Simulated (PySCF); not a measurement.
SMILES c1(OC)ccc(cc1)[SiH3] at its GFN2-xTB optimised geometry (Å):

```
19

C      3.1272     1.3457     0.0014
O      2.4553     0.1108     0.0000
C      1.0924     0.1108     0.0000
C      0.4834    -1.1457     0.0006
C     -0.8891    -1.2526     0.0025
C     -1.7095    -0.1244     0.0037
Si    -3.5840    -0.3006     0.0065
C     -1.0859     1.1165     0.0018
C      0.2924     1.2471     0.0000
H      4.1891     1.1041     0.0013
H      2.8908     1.9320     0.8957
H      2.8909     1.9341    -0.8914
H      1.1155    -2.0203     0.0004
H     -1.3401    -2.2349     0.0038
H     -3.9991    -1.0938     1.1674
H     -4.1891     1.0312     0.0735
H     -4.0167    -0.9800    -1.2186
H     -1.6899     2.0132     0.0019
H      0.7274     2.2349    -0.0011
```

Level of theory: PySCF with PBE0/def2-SVP.

Map of the HOMO amplitude (bohr^(-3/2)) on the plane z = 1.0 Å; orbital energy -6.50 eV, overall sign arbitrary:

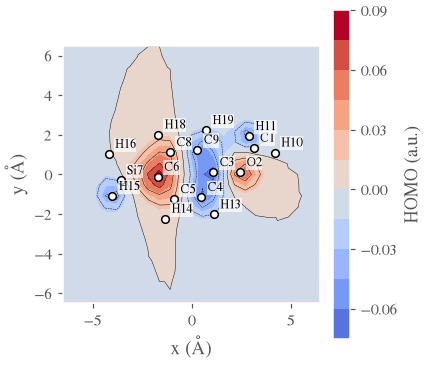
Fig. 1. HOMO amplitude (bohr^(-3/2)) on the plane z = 1.0 Å.
